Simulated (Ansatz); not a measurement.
Density of states of Al2Sn2Ba3 (Immm, 7 atoms in the cell).

```
CELL_PARAMETERS angstrom
     -2.29700     2.61500    10.31700
      2.29700    -2.61500    10.31700
      2.29700     2.61500   -10.31700
ATOMIC_POSITIONS crystal
  Al 0.56220 0.06220 0.50000
  Al 0.43780 0.93780 0.50000
  Sn 0.63710 0.63710 0.00000
  Sn 0.36290 0.36290 0.00000
  Ba 0.00000 0.50000 0.50000
  Ba 0.81710 0.81710 0.00000
  Ba 0.18290 0.18290 0.00000
```

Computed with PBEsol, default PAW files made with PBE (plane waves; Ansatz, an electronic-structure program).

SCF settings: basis.ecutwfc = 420 eV; kpoints.mp_grid.grid = 7 7 7; hamiltonian.xc = pbesol; hamiltonian.pseudopotentials = {kind: paw} (the program's default PAW files); scf.occupations.method = fermi_dirac; scf.occupations.width = 0.05 eV. Keys of the DOS step: output.dos.nscf_kmesh.grid = 11 11 11; output.dos.method = {smearing: {sigma: 0.1}} eV.

The starting cell comes from a database of published, mostly measured structures (it also holds non-ambient and calculated ones), without a prior relaxation at this level.

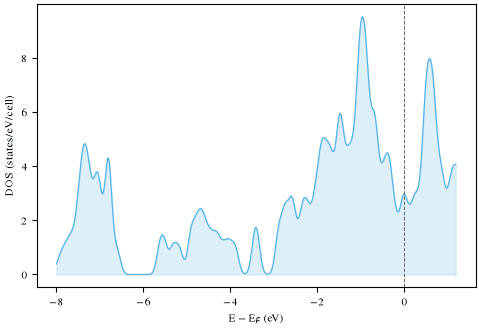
Figure. Total density of states, both spins summed.

Total DOS (both spins), as means of the tabulated values in each energy bin; the zero is the program's Fermi level or highest filled level, and the curve is cut to this window:

| E (eV) | states/eV/cell |
|---|---|
| -7.88 | 0.90 |
| -7.62 | 1.87 |
| -7.38 | 4.33 |
| -7.12 | 3.70 |
| -6.88 | 3.59 |
| -6.62 | 1.46 |
| -6.38 | 0.07 |
| -6.12 | 0.00 |
| -5.88 | 0.03 |
| -5.62 | 1.04 |
| -5.38 | 1.08 |
| -5.12 | 0.86 |
| -4.88 | 1.74 |
| -4.62 | 2.23 |
| -4.38 | 1.63 |
| -4.12 | 1.32 |
| -3.88 | 0.93 |
| -3.62 | 0.23 |
| -3.38 | 1.22 |
| -3.12 | 0.12 |
| -2.88 | 1.74 |
| -2.62 | 2.73 |
| -2.38 | 2.45 |
| -2.12 | 2.93 |
| -1.88 | 4.76 |
| -1.62 | 4.87 |
| -1.38 | 5.27 |
| -1.12 | 6.43 |
| -0.88 | 8.31 |
| -0.62 | 5.25 |
| -0.38 | 4.19 |
| -0.12 | 2.64 |
| 0.12 | 2.77 |
| 0.38 | 4.26 |
| 0.62 | 7.33 |
| 0.88 | 4.04 |

Around zero the curve holds about 2.7 states/eV/cell.

Keys are those of Ansatz 0.2.
